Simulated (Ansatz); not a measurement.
# H$_{6}$NOSi···AsH$_{2}$: what the fields show

Input file:

```
crystal:
  periodic: [false, false, false]
  atoms:
    - {symbol: Si, position_ang: [-0.316519, 0.928658, 0.211954]}
    - {symbol: O, position_ang: [-0.715459, -0.476488, 1.323419]}
    - {symbol: H, position_ang: [0.827171, 1.660613, 0.794848]}
    - {symbol: H, position_ang: [-1.525861, 1.686437, 0.673769]}
    - {symbol: N, position_ang: [-0.689191, 0.794920, -1.436519]}
    - {symbol: H, position_ang: [0.053742, -1.070684, 0.910355]}
    - {symbol: As, position_ang: [1.742609, -0.940104, -0.364138]}
    - {symbol: H, position_ang: [-1.604622, -0.849886, 1.230168]}
    - {symbol: H, position_ang: [-0.058589, 0.406383, -2.116928]}
    - {symbol: H, position_ang: [-1.436569, 1.343332, -1.830529]}
    - {symbol: H, position_ang: [2.452541, -1.089024, 0.973651]}
    - {symbol: H, position_ang: [1.270648, -2.394158, -0.370151]}
basis:
  gaussian: {orbitals: def2-TZVPP}
hamiltonian: {xc: pbe0, dispersion: d4}
output: {orbitals: {seedname: orbitals}}
```

Run with:

```sh
ansatz run in.yaml --threads 8 --pin off --events-out ev --progress --plain --max-ram 19148MiB
```

A transition-state structure; geometry: PBE0-D4/def2-TZVP.

The calculation used RKS PBE0-D4/def2-TZVPP (Ansatz 0.2.0).

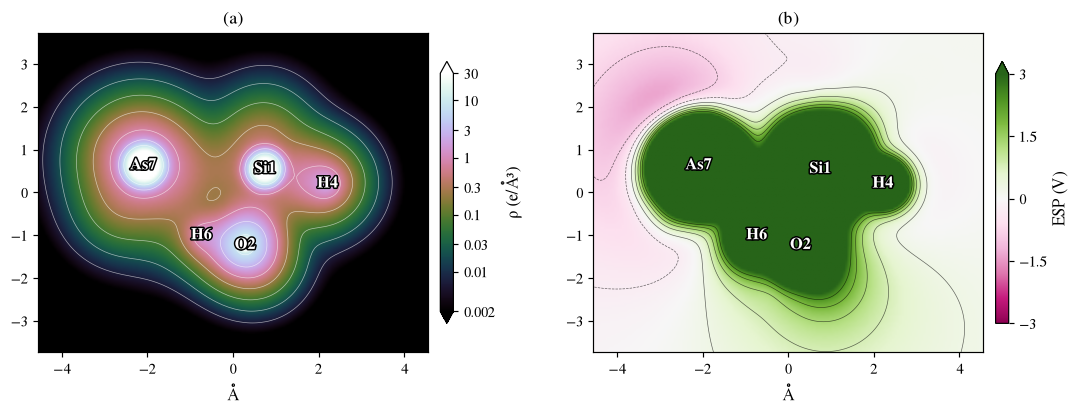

Figure 1. (a) electron density; (b) molecular electrostatic potential on the plane of atoms O2, Si1 and H4.

Read the bonding off the picture.

Answer. Atoms in the plane: Si, O, H and As.
As7···H6 (2.12 Å): the density falls to about 0.32 e/Å³ on the way.
Si–O (1.84 Å): ρ is about 0.77 e/Å³ halfway.
Si–H (1.50 Å): the density is about 0.81 e/Å³ at the midpoint.
Outside the dense part of the complex the potential is most negative (−1.3 V) near As7.

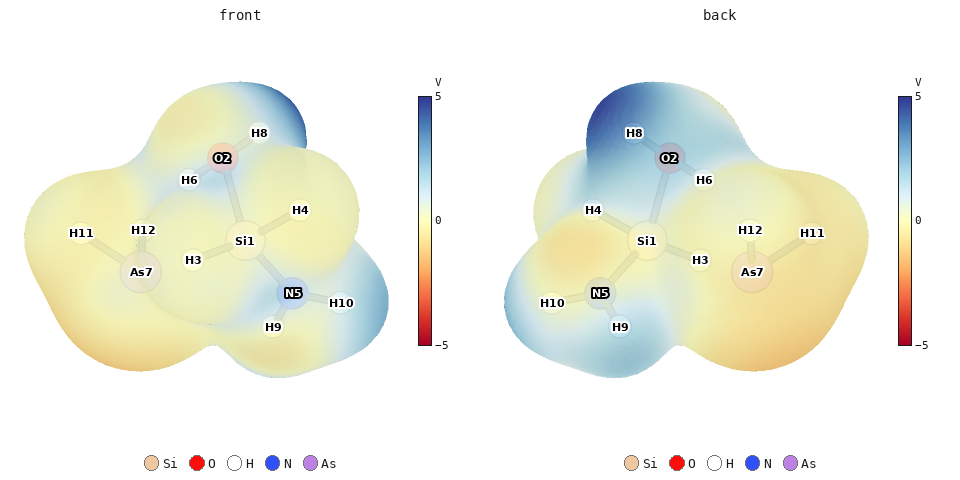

Figure 2. The electrostatic potential painted on the density surface at 0.004 e/bohr³, seen from the front and from behind; red is negative and blue positive.

Which sites attract a positive test charge, and which a negative one?

Answer. A positive charge is drawn to the negative regions and a negative charge to the positive ones. The most negative region (about −1.3 V) lies over As7, the most positive (about +4.6 V) over H8.

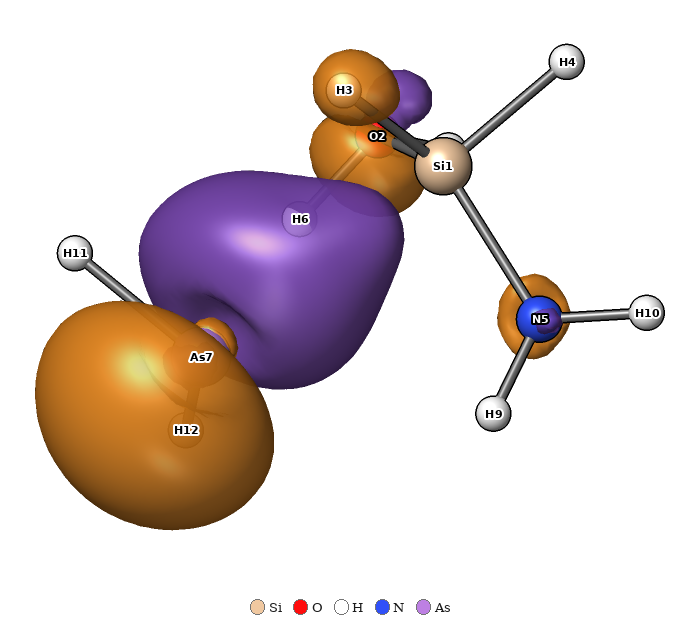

Figure 3. The HOMO at ±0.15 Å⁻³ᐟ² (orange and purple are the two phases), seen at a tilt.

Where does this orbital lie, and at what energy?

Answer. It lies mainly on As7 (about 65 %), Si1 (about 10 %), O2 (about 5 %) and H6 (about 5 %). Its energy is −5.61 eV.
